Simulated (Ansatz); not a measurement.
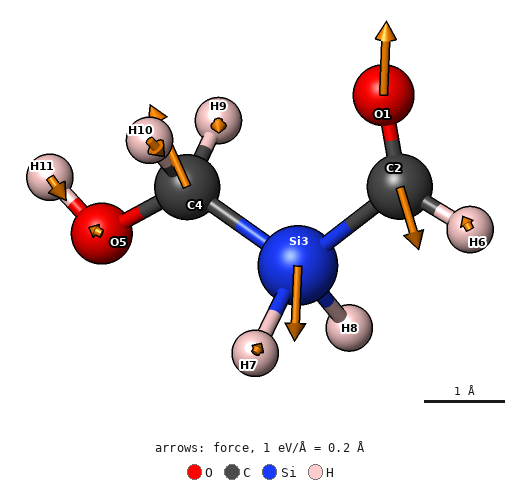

Starting geometry of C₂H₆O₂Si with the computed forces as orange arrows. Style: ball-and-stick. Shown at a tilt.

The run prepares the start of a later molecular dynamics calculation, from a guessed geometry.

Level of theory: Ansatz 0.2.0, RHF/6-31G.

Input file:
```yaml
crystal:
  periodic: [false, false, false]
  atoms:
    - { symbol: O, position_ang: [-1.1166, 2.0957, 0.3708] }
    - { symbol: C, position_ang: [0.0017, 2.054, 0.0135] }
    - { symbol: Si, position_ang: [0.7287, 0.3621, -0.2393] }
    - { symbol: C, position_ang: [-0.421, -0.9799, 0.1257] }
    - { symbol: O, position_ang: [-0.0483, -2.3538, -0.0332] }
    - { symbol: H, position_ang: [0.6558, 2.9413, -0.1688] }
    - { symbol: H, position_ang: [1.9718, 0.2105, 0.6738] }
    - { symbol: H, position_ang: [1.3108, 0.2495, -1.6279] }
    - { symbol: H, position_ang: [-1.3484, -0.8417, -0.497] }
    - { symbol: H, position_ang: [-0.8519, -0.8753, 1.181] }
    - { symbol: H, position_ang: [-0.8174, -2.9193, 0.2218] }
basis:
  gaussian: { orbitals: "6-31G" }
hamiltonian:
  xc: hf
relax:
  f_tol: 0.02
  max_steps: 40
```

Run as
```bash
ansatz run input.yaml --threads 1 --pin off --max-ram 2048MiB --backend cpu --events-out ev --progress --plain --runs-dir out
```

Q: Is this structure relaxed? If not, where do the atoms go?

A: It isn't relaxed: the largest force vector, on C4, is 5.77 eV/Å. The final displacements follow the starting forces only in part (cosine between the two patterns 0.40). Over 9 accepted moves (11 points after the start) the energy falls by 19.8 kcal/mol. The largest force component goes from 5.3 to 0.0029 eV/Å. The line search rejected the trial steps at points 2, 9 of the run. The forces were under the threshold at step 7, but the run went on from there. The largest move after the best rigid fit is that of H11, 0.27 Å. Largest moves by element: H 0.27 Å, C 0.18 Å, O 0.13 Å, Si 0.10 Å. Some distances before and after: Si3–C4 1.804 → 1.914 Å, C2–Si3 1.859 → 1.947 Å, C4–H10 1.145 → 1.084 Å, Si3–H7 1.550 → 1.489 Å. Bond angles that change, for instance: Si3–C4–O5 121.7° → 104.4°, H9–C4–H10 100.9° → 108.1°, H7–Si3–H8 103.0° → 109.8°. The run took 13 s on 1 thread of Intel(R) Xeon(R) 6975P-C (Granite Rapids), with other jobs on the host, peak memory 0.15 GiB.
